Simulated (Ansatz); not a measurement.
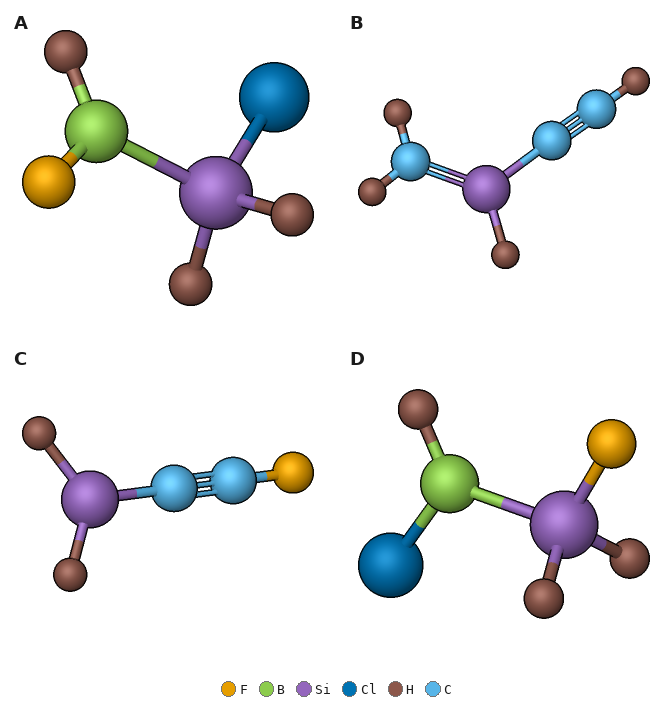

(Drawn from a calculation with Ansatz.)

**Which panel belongs to which SMILES?**
(1) FC#C[SiH2+]
(2) C#C[SiH]=C
(3) FB[SiH2]Cl
(4) F[SiH2]BCl

A is (3), B is (2), C is (1), D is (4).
